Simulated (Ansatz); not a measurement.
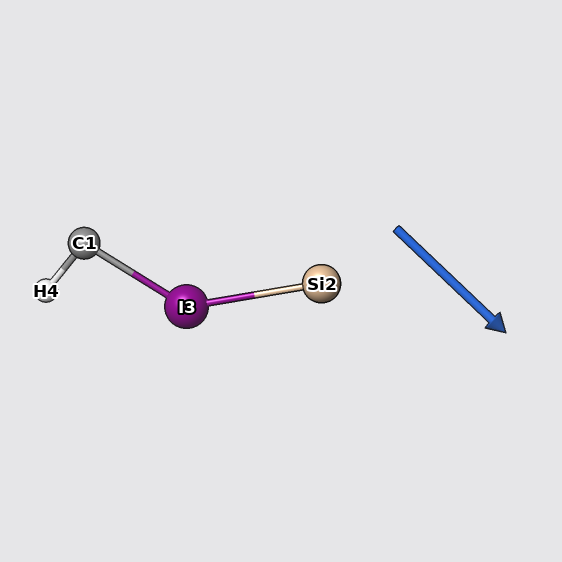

The arrow beside the molecule shows the direction of the dipole moment, from the negative to the positive end (its length means nothing). Computed geometry: PBE0-D4/def2-TZVP optimisation. No frequency run is at hand to confirm it as a minimum. Properties computed with RKS PBE0-D4/def2-TZVP, core potentials on I (Ansatz 0.2.0).

Question: How large is the dipole moment?

Answer: 2.59 D; it points from the side of C1, H4 to the side of Si2 (the outermost atoms at the two ends).
